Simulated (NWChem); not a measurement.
# BSiPH7O+ (SMILES B[PH2+][SiH2]O): rSCAN/6-31G(d) (spherical functions)

What is the vertical electron affinity of BSiPH7O+ at rSCAN/6-31G* (spherical functions)? 

Program for the calculation: NWChem 7.3.0.

### Step 1. The structure to begin with

BSiPH7O+: 11 atoms, total charge +1, spin state singlet. As SMILES, `B[PH2+][SiH2]O`. The shape is that of a GFN2-xTB optimisation. This is one conformer, not always the lowest.

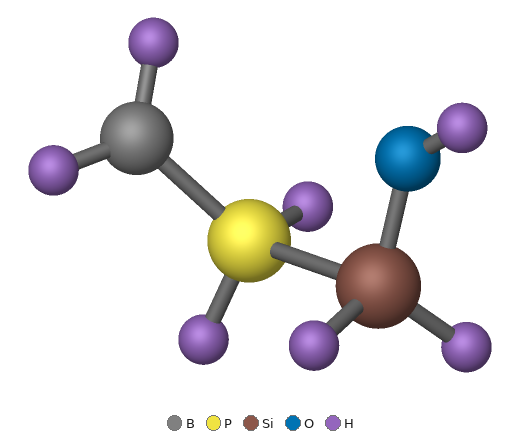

The structure, seen from a chosen angle (boron grey, phosphorus yellow, silicon brown, oxygen blue, hydrogen purple).

### Step 2. Energy and forces at rSCAN/6-31G(d) (spherical functions)

Input file test.nw:

```
start test
title "BH7OPSi"
memory total 2200 mb
charge 1

geometry
zmatrix
  B
  P 1 r2
  Si 2 r3 1 a3
  O 3 r4 2 a4 1 d4
  H 1 r5 2 a5 3 d5
  H 1 r6 5 a6 2 d6
  H 2 r7 1 a7 5 d7
  H 2 r8 7 a8 1 d8
  H 3 r9 4 a9 2 d9
  H 3 r10 9 a10 4 d10
  H 4 r11 3 a11 9 d11
variables
  r2 1.856824
  r3 2.325846
  a3 118.32758
  r4 1.599268
  a4 95.01435
  d4 -50.58869
  r5 1.165181
  a5 119.24273
  d5 88.44075
  r6 1.166301
  a6 121.46508
  d6 175.51916
  r7 1.377149
  a7 110.37713
  d7 -36.68509
  r8 1.376257
  a8 100.43737
  d8 116.64675
  r9 1.456002
  a9 115.19511
  d9 108.57887
  r10 1.456198
  a10 118.10868
  d10 -140.89663
  r11 0.956224
  a11 130.90387
  d11 -66.51957
end
end

basis spherical bse
* library 6-31G*
end

dft
xc rscan
grid coarse
convergence energy 1e-05
mulliken
print medium
end

task dft gradient
```

Started as:

```
nwchem test.nw > test.out
```

Log:

```text
[...]
          Wavefunction type:  closed shell.
          No. of atoms     :    11
          No. of electrons :    48
[...]
          Charge           :     1
          Spin multiplicity:     1
[...]
          AO basis - number of functions:    78
[...]
              XC Information
              --------------
                        rSCAN Method XC Functional
                 rSCAN metaGGA Exchange Functional  1.000
                       rSCAN Correlation Potential  1.000
[...]
 d= 0,ls=0.0,diis     1   -734.7530186034 -9.49D+02  3.52D-02  1.44D+00     1.9
[...]
 d= 0,ls=0.0,diis     9   -734.8941577548 -2.35D-06  7.47D-06  4.90D-07    11.9
         Total DFT energy =     -734.894157754792
      One electron energy =    -1430.442179155677
           Coulomb energy =      540.743138136468
    Exchange-Corr. energy =      -59.369240396896
 Nuclear repulsion energy =      214.174123661313
[...]
      Total Density - Mulliken Population Analysis
     ---------------------------------------------
    Atom       Charge   Shell Charges
 -----------   ------   -------------------------------------------------------
    1 B    5     5.04   2.00  0.62  1.40  0.53  0.46  0.03
    2 P   15    15.07   2.00  2.00  5.97  1.16  2.68  0.48  0.69  0.10
    3 Si  14    13.23   2.00  2.00  5.96  0.98  1.77  0.14  0.13  0.26
    4 O    8     8.71   2.00  0.89  2.97  0.93  1.90  0.02
    5 H    1     0.87   0.52  0.35
    6 H    1     0.87   0.52  0.35
    7 H    1     0.84   0.50  0.34
    8 H    1     0.85   0.50  0.35
    9 H    1     1.01   0.50  0.51
   10 H    1     1.01   0.51  0.51
[...]
  wavefunction    = closed shell
                         DFT ENERGY GRADIENTS
    atom               coordinates                        gradient
                 x          y          z           x          y          z
   1 B      -1.782496  -3.981232   0.690511    0.016523   0.007422  -0.008602
   2 P       0.882435  -2.000741  -0.444434   -0.014804  -0.014228   0.002305
   3 Si      0.824457   2.297490   0.471934   -0.001147   0.002261  -0.001673
   4 O      -1.988566   2.744999  -0.538117    0.017299   0.006030   0.006630
   5 H      -3.568497  -4.209997  -0.576813    0.007599   0.000553   0.008558
   6 H      -1.689874  -4.847272   2.715101   -0.002921   0.003946  -0.010059
   7 H       1.182613  -2.272387  -3.015186    0.001203  -0.001347   0.015638
   8 H       3.150318  -2.955003   0.398173   -0.013012   0.005720  -0.008070
   9 H       2.816387   3.362639  -1.099092   -0.008871  -0.001211   0.002033
  10 H       1.106004   2.452838   3.204897   -0.004877   0.000525  -0.007170
  11 H      -2.954874   4.261614  -0.715262    0.003009  -0.009671   0.000410
[...]
```

Run time: 21 s. Hardware: 1 thread of AMD EPYC 7B13 (Zen 3), shared host; peak memory 0.12 GiB.

### Step 3. Doublet neutral BSiPH7O at the same level

Input file bh7opsi.sdf:

```

     RDKit          3D

 11 10  0  0  0  0  0  0  0  0999 V2000
   -1.4578    1.3460   -0.5773 B   0  0  0  0  0  0  0  0  0  0  0  0
   -0.6822    0.2696    0.7218 P   0  0  0  0  0  4  0  0  0  0  0  0
    1.3771   -0.7078    0.2599 Si  0  0  0  0  0  4  0  0  0  0  0  0
    0.9316   -1.3118   -1.1523 O   0  0  0  0  0  0  0  0  0  0  0  0
   -2.1463    0.8604   -1.3821 H   0  0  0  0  0  0  0  0  0  0  0  0
   -1.1830    2.4789   -0.6144 H   0  0  0  0  0  0  0  0  0  0  0  0
   -1.5526   -0.7284    1.0999 H   0  0  0  0  0  0  0  0  0  0  0  0
   -0.5605    0.9569    1.9080 H   0  0  0  0  0  0  0  0  0  0  0  0
    1.5620   -1.6865    1.3220 H   0  0  0  0  0  0  0  0  0  0  0  0
    2.3154    0.4029    0.1795 H   0  0  0  0  0  0  0  0  0  0  0  0
    1.3964   -1.8801   -1.7650 H   0  0  0  0  0  0  0  0  0  0  0  0
  2  1  1  0
  3  2  1  0
  4  3  1  0
  5  1  1  0
  6  1  1  0
  7  2  1  0
  8  2  1  0
  9  3  1  0
 10  3  1  0
 11  4  1  0
M  RAD  1   2   2
M  END
$$$$
```

Input file run.py:

```python
from ase.io import read
from ase.calculators.nwchem import NWChem

atoms = read('bh7opsi.sdf')

calc = NWChem(
    label='bh7opsi',
    theory='dft',
    memory='2200 mb',
    basis='6-31G*',
    basispar='spherical bse',
    dft={'xc': 'rscan', 'mult': '2', 'grid': 'coarse', 'convergence': 'energy 1e-05', 'iterations': '150', 'mulliken': None},
)
atoms.calc = calc

forces = atoms.get_forces()
e = atoms.get_potential_energy()
print(f"E = {e:.6f} eV")
print("forces (eV/A):")
for s, f in zip(atoms.symbols, forces):
    print(f"{s:2s} {f[0]:10.5f} {f[1]:10.5f} {f[2]:10.5f}")
```

Started as:

```
export ASE_NWCHEM_COMMAND="nwchem PREFIX.nwi > PREFIX.nwo"
python run.py
```

Log:

```text
E = -20003.571135 eV
forces (eV/A):
B    -0.13863   -0.05425    0.19988
P     0.21566    0.72922   -1.14712
Si   -0.98941    0.73410    1.23223
O    -0.64874   -0.64144   -1.49427
H    -0.40778   -0.54528   -0.51088
H     0.40690    0.74639    0.07672
H    -0.25557   -0.90559    0.27588
H     0.30869    0.30447    0.93362
H     0.59022   -0.47972    0.34653
H     0.57217    0.23896    0.11195
H     0.34643   -0.12686   -0.02453
```

The calculator wrote bh7opsi.nwi:

```
title "bh7opsi"

permanent_dir bh7opsi

scratch_dir bh7opsi

start bh7opsi

geometry units angstrom nocenter noautosym noautoz
  B  -1.4578000000000000e+00 1.3460000000000001e+00 -5.7730000000000004e-01
  P  -6.8220000000000003e-01 2.6960000000000001e-01 7.2180000000000000e-01
  Si 1.3771000000000000e+00 -7.0779999999999998e-01 2.5990000000000002e-01
  O  9.3159999999999998e-01 -1.3118000000000001e+00 -1.1523000000000001e+00
  H  -2.1463000000000001e+00 8.6040000000000005e-01 -1.3821000000000001e+00
  H  -1.1830000000000001e+00 2.4788999999999999e+00 -6.1439999999999995e-01
  H  -1.5526000000000000e+00 -7.2840000000000005e-01 1.0999000000000001e+00
  H  -5.6050000000000000e-01 9.5689999999999997e-01 1.9079999999999999e+00
  H  1.5620000000000001e+00 -1.6865000000000001e+00 1.3220000000000001e+00
  H  2.3153999999999999e+00 4.0289999999999998e-01 1.7949999999999999e-01
  H  1.3964000000000001e+00 -1.8801000000000001e+00 -1.7649999999999999e+00
end

memory 2200 mb

basis spherical bse noprint
   * library 6-31G*
end

dft
  xc rscan
  mult 2
  grid coarse
  convergence energy 1e-05
  iterations 150
  mulliken
end

task dft gradient
```

bh7opsi.nwo:

```text
Northwest Computational Chemistry Package (NWChem) 7.3.0
             --------------------------------------------------------

           Job information
           ---------------

    nwchem branch   = 7.3.0
    use scalapack   = T
    input           = bh7opsi.nwi
    prefix          = bh7opsi.
    data base       = bh7opsi/bh7opsi.db
    status          = startup
    nproc           =        1

           Memory information
           ------------------

    heap     =     72089594 doubles =      550.0 Mbytes
    stack    =     72089599 doubles =      550.0 Mbytes
    global   =    144179200 doubles =     1100.0 Mbytes (distinct from heap & stack)
    total    =    288358393 doubles =     2200.0 Mbytes
    verify   = yes
    hardfail = no

           Directory information
           ---------------------

  0 permanent = bh7opsi
  0 scratch   = bh7opsi

[... 119 lines left out ...]
          Convergence on energy requested:  1.00D-05
[... 23 lines left out ...]
          Spatial weights used:  Erf1
[... 4 lines left out ...]
          total energy or number of iterations.
[... 28 lines left out ...]
 2-e energy   =     488.808071
[... 53 lines left out ...]
      One electron energy =    -1440.227663982927
[... 2 lines left out ...]
 Nuclear repulsion energy =      214.174703268587
[... 1226 lines left out ...]
          Convergence on energy requested:  1.00D-05
[... 23 lines left out ...]
          Spatial weights used:  Erf1
[... 4 lines left out ...]
          total energy or number of iterations.
[... 21 lines left out ...]
                                      bh7opsi

  charge          =   0.00
  wavefunction    = open shell

                         DFT ENERGY GRADIENTS

    atom               coordinates                        gradient
                 x          y          z           x          y          z
   1 B      -2.754843   2.543571  -1.090939    0.002696   0.001055  -0.003887
   2 P      -1.289171   0.509470   1.364004   -0.004194  -0.014181   0.022308
   3 Si      2.602342  -1.337548   0.491140    0.019241  -0.014276  -0.023963
[... 7 lines of this table left out ...]
  11 H       2.638813  -3.552874  -3.335366   -0.006737   0.002467   0.000477

                 ----------------------------------------
                 |  Time  |  1-e(secs)   |  2-e(secs)   |
                 ----------------------------------------
                 |  CPU   |       0.01   |       7.42   |
                 ----------------------------------------
                 |  WALL  |       0.01   |       7.42   |
                 ----------------------------------------

 Task  times  cpu:       25.9s     wall:       25.9s
 Total times  cpu:       26.0s     wall:       26.0s
```

Run time: 27 s. Hardware: 1 thread of AMD EPYC 7B13 (Zen 3), shared host; peak memory 0.11 GiB.

### Step 4. What came out

At rSCAN/6-31G* (spherical functions):

| quantity | value |
| --- | --- |
| singlet BSiPH7O+: total energy | -734.89416 Eh |
| singlet BSiPH7O+: HOMO energy | -12.70 eV |
| singlet BSiPH7O+: LUMO energy | -8.30 eV |
| singlet BSiPH7O+: HOMO–LUMO gap | 4.40 eV |
| singlet BSiPH7O+: largest force on an atom | 1.062 eV/Å |
| doublet neutral BSiPH7O: total energy | -735.11769 Eh |
| doublet neutral BSiPH7O: dipole moment | 5.15 D |
| doublet neutral BSiPH7O: HOMO energy (highest over α and β) | -3.08 eV |
| doublet neutral BSiPH7O: LUMO energy (lowest over α and β) | -1.38 eV |
| doublet neutral BSiPH7O: ⟨S²⟩ | 0.756 |
| doublet neutral BSiPH7O: largest force on an atom | 1.751 eV/Å |
| vertical electron affinity (to the doublet neutral) | 6.083 eV |

What this shows: At fixed nuclei the extra electron is bound by 6.08 eV (140 kcal/mol). The largest force (singlet BSiPH7O+) is 1.06 eV/Å: the shape isn't a stationary point for this species at this level. Mulliken charges (singlet BSiPH7O+) run from -0.71 on O4 to +0.77 on Si3.
